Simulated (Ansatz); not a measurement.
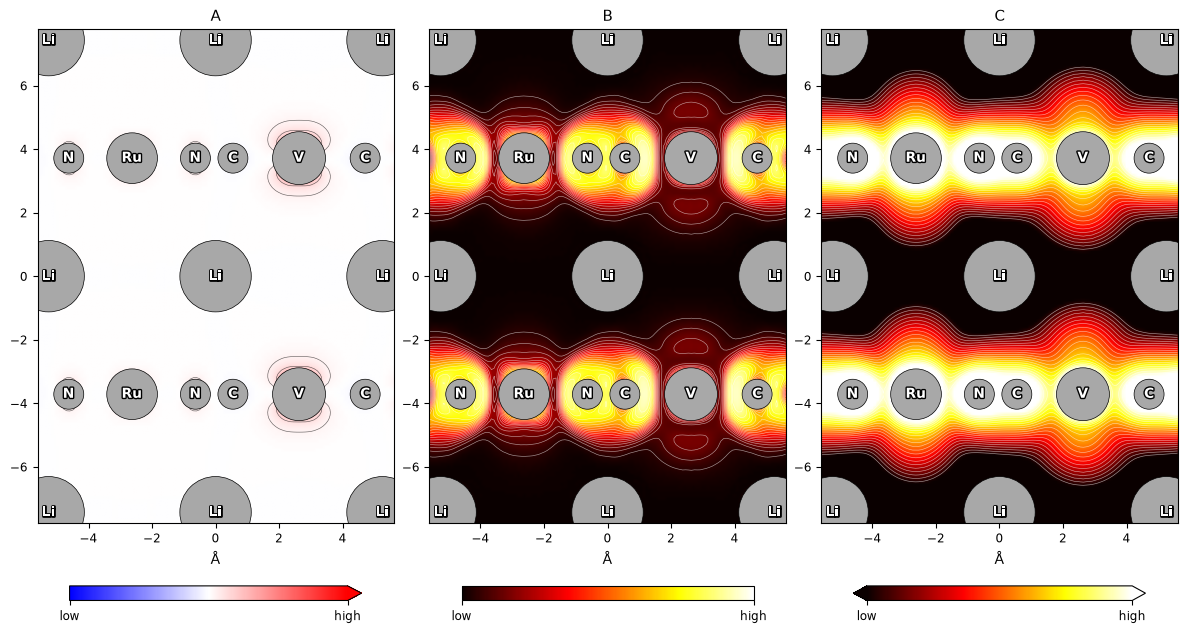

Li2VRuC6N6: 3 fields on the (101) plane of the conventional cell, with unlabelled colour scales. Grey discs cover the atomic cores.

Space group Fm-3m; a structure generated by program, which may or may not match a known phase; spin-polarised.

All numbers below come from DFT PBE, scalar-relativistic, plane waves, PAW in Ansatz 0.2.0.

The panels show electron localisation function, spin density and valence pseudo-density in some order. Assign them.

Answer. Panel A: spin density (confined to the magnetic sites and close to zero elsewhere). Panel B: electron localisation function. Panel C: valence pseudo-density. From the grid: C–N (1.18 Å): ρ at the midpoint is about 3.4 e/Å³; the ELF peaks at about 0.85 between the atoms (inside overlapping PAW spheres, so only a guide) (a multiple bond). Ru–N (1.99 Å): ρ at the midpoint is about 0.79 e/Å³; the ELF peaks at about 0.90 in the valence shell of N, 0.6 Å from its nucleus, and is about 0.15 at the midpoint.
